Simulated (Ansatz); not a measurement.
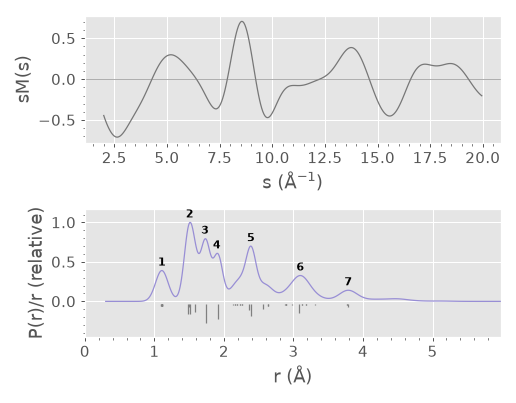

Simulated gas electron diffraction: reduced molecular intensity sM(s) from the Debye equation in the first Born approximation (top) and the radial distribution curve (bottom) of C₃H₈AlN. Each pair of atoms contributes with weight ZᵢZⱼ/r (bars below the curve); damping constant 0.001 Å²; vibrational amplitudes assumed, not computed: 0.05 Å for bonds, 0.078 Å for bonds to H, 0.06 + 0.015 r up to 0.15 Å for other pairs. The geometry is the end point of an optimisation (Ansatz 0.2.0, RKS B3LYP/STO-3G); it may be a saddle point or a higher isomer.

Question: Assign the numbered peaks of the radial distribution curve (– bonded, ··· not bonded).

Answer: Peak 1, 1.11 Å: C–H 1.10–1.11 Å (×7)
Peak 2, 1.51 Å: N–C 1.48–1.51 Å (×2), Al–H 1.50 Å, C–C 1.58 Å, not resolved
Peak 3, 1.73 Å: Al–N 1.74 Å
Peak 4, 1.90 Å: Al–C 1.91 Å
Peak 5, 2.39 Å: N···H 2.16–2.19 Å (×4), C···H 2.24–2.26 Å (×4), N···C 2.36 Å, Al–C 2.39 Å, C···C 2.57 Å, Al···H 2.63 Å (×2), not resolved
Peak 6, 3.10 Å: C···H 2.88–3.26 Å (×5), N···H 2.97–3.13 Å (×3), Al···C 3.08 Å, Al···H 3.18–3.31 Å (×3), not resolved
Peak 7, 3.79 Å: Al···H 3.76–3.77 Å (×2), C···C 3.78 Å, C···H 3.88–4.02 Å (×2), not resolved
